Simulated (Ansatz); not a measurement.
**Cl₂F₂H₃NZr: density, localisation and related maps**

Input file:

```
crystal:
  periodic: [false, false, false]
  atoms:
    - { symbol: Zr, position_ang: [-0.065141, -0.091926, 0.045841] }
    - { symbol: "N", position_ang: [-0.0585, -0.023104, 2.197066] }
    - { symbol: H, position_ang: [-0.916996, 0.012674, 2.753573] }
    - { symbol: H, position_ang: [0.68683, -0.429954, 2.764306] }
    - { symbol: F, position_ang: [1.716873, -0.142096, -0.593588] }
    - { symbol: Cl, position_ang: [-1.498065, 1.573893, -0.79717] }
    - { symbol: Cl, position_ang: [-1.041801, -2.140088, -0.577125] }
    - { symbol: F, position_ang: [1.267364, 2.501295, 1.295602] }
    - { symbol: H, position_ang: [0.820337, 2.036106, 1.969497] }
basis:
  gaussian: { orbitals: def2-SVP }
hamiltonian:
  xc: b3lyp
  dispersion: d4
relax:
  f_tol: 0.03
  max_steps: 50
output:
  orbitals: {}
```

Command:

```sh
ansatz run input.yaml --threads 4 --pin off --max-ram 5120MiB --backend cpu --events-out ev --progress --plain --runs-dir out
```

The fields are those of the run's last geometry, not of the input's.

Core potentials replace the inner electrons of Zr.

These are results of RKS B3LYP-D4/def2-SVP (Ansatz), not measurements.

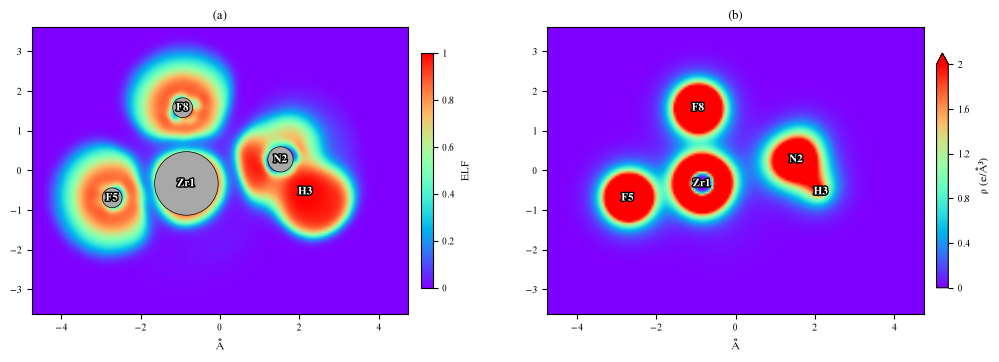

Figure 1. (a) ELF; (b) electron density on the plane of atoms N2, Zr1 and F8. Grey discs cover the atomic cores in the ELF map.

### What does the map show?

- Atoms in the plane: Zr, N, H and F.
- Zr–F (1.91 Å): ρ is about 0.92 e/Å³ halfway; the ELF peaks at about 0.85 in the valence shell of F, 0.5 Å from its nucleus, and drops to about 0.20 between the two atoms.
- Zr–N (2.45 Å): ρ at the midpoint is about 0.33 e/Å³; the ELF peaks at about 0.95 in the valence shell of N, 0.6 Å from its nucleus, and is about 0.15 at the midpoint.
- N–H (1.02 Å): the density is about 2.8 e/Å³ at the midpoint; the ELF climbs to about 1 towards the hydrogen, as it does in any bond to H (an ordinary covalent bond to hydrogen).

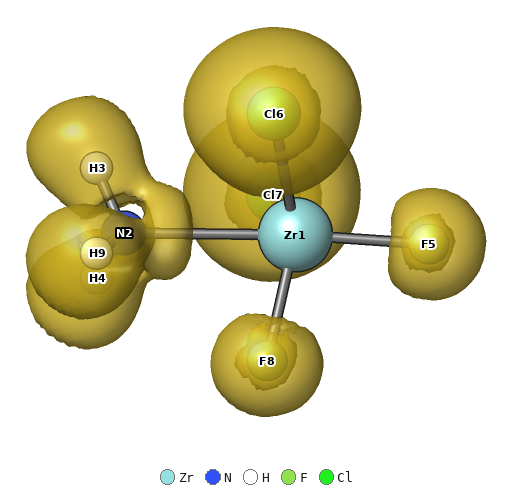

Figure 2. Isosurface of the ELF at 0.75 (yellow), seen from one side. Only the valence region is drawn (cores and ρ < 0.01 e/Å³ removed).

### Describe the localisation domains.

At this value the surface marks out two regions wrapped around Cl (the valence shell of each), two regions wrapped around F (the valence shell of each) and one joined region spread over several atoms (H, N), in which their bonds and any lone pairs are merged. Along the contacts the grid gives the following. Zr–Cl (2.38 Å): the ELF peaks at about 0.85 in the valence shell of Cl, 0.8 Å from its nucleus, and is about 0.35 at the midpoint.

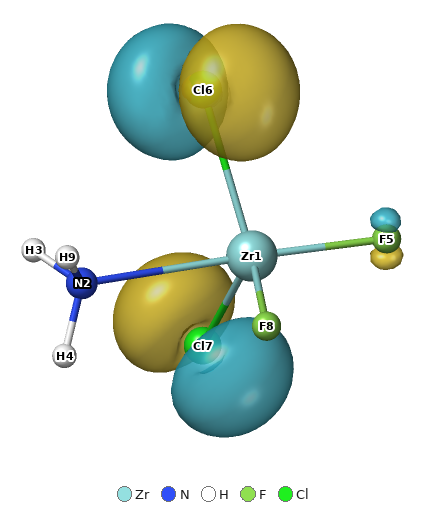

Figure 3. The HOMO−1 at ±0.15 Å⁻³ᐟ² (yellow and cyan are the two phases), seen at a tilt.

### Describe this orbital and give its energy.

It lies mainly on Cl6 (about 45 %) and Cl7 (about 45 %); largely a combination of lone pairs on Cl6 and Cl7. Its energy is −8.78 eV.

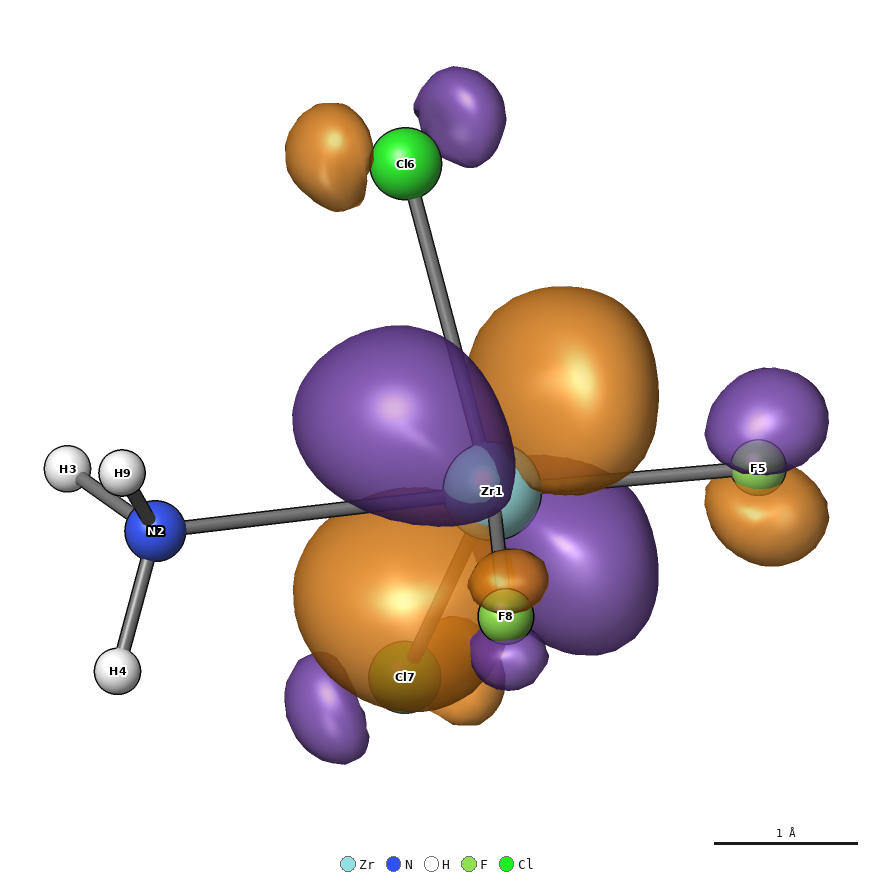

Figure 4. One frontier orbital at ±0.15 Å⁻³ᐟ² (orange and purple are the two phases), seen at a tilt.

### Which orbital is it: HOMO or LUMO?

The LUMO, at −1.71 eV. It lies mainly on Zr1 (about 75 %), F5 (about 5 %), Cl6 (about 5 %) and Cl7 (about 5 %).
